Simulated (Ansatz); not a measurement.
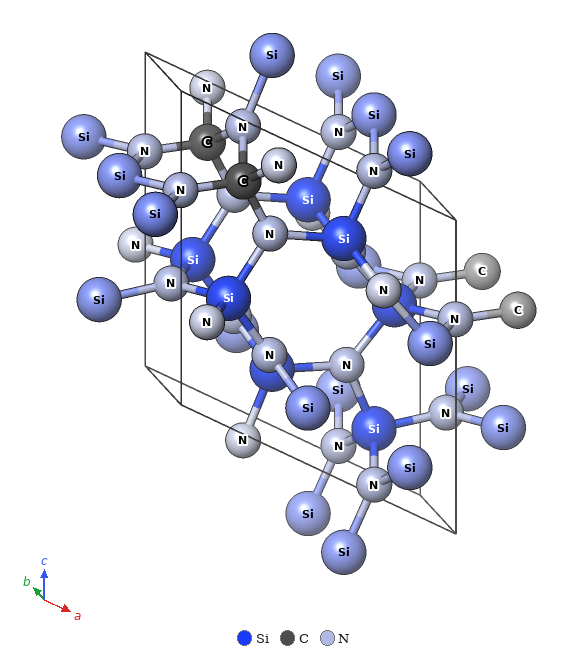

We look at a ball-and-stick model of the crystal slightly off an axis. The frame is the conventional unit cell; atoms at its boundary are shown with their periodic copies. Atoms just outside the outline that bond to atoms inside are added, in fainter colours.

Si₅CN₈, space group Pm (No. 6), a = 7.395 Å, b = 2.851 Å, c = 7.424 Å, α = 90.00°, β = 119.68°, γ = 90.00°. Starting structure: a structure type filled with these elements by a generator (whether the compound takes this form wasn't checked). Earlier steps of the study, as a rule a relaxation of our own, may have changed the cell and positions, so they can lie some per cent off the listed ones. An electronic-structure calculation with Ansatz was run on it.

This one geometry was computed with Ansatz (DFT, plane waves, PAW) at four levels of theory: r2SCAN, PBE, HSE06 and PBE0. It was relaxed beforehand with r2SCAN.

Which level gives the highest pressure at this volume, and what does that say about its equilibrium volume?

Highest: PBE (5.6 GPa), which points to the largest equilibrium volume. Lowest, with the smallest volume: HSE06 (-1.4 GPa) and PBE0 (-1.6 GPa). Levels within 0.5 GPa of each other can't be told apart.

How does the band gap change with the level of theory?

PBE: a gap of 1.99 eV, indirect; r2SCAN: a gap of 2.33 eV, indirect; HSE06: a gap of 3.44 eV, indirect; PBE0: a gap of 4.20 eV, indirect.

Collect the results in a table.

| level | cutoff (eV) | k-mesh of the run's cell | gap (eV) | pressure (GPa) |
| --- | --- | --- | --- | --- |
| r2SCAN | 500 | 4×10×4 | 2.33 | 0.0 |
| PBE | 420 | 4×10×4 | 1.99 | 5.6 |
| HSE06 | 420 | 2×6×2 | 3.44 | -1.4 |
| PBE0 | 420 | 2×6×2 | 4.20 | -1.6 |

Gaps are taken on the k-mesh or band path of each run.
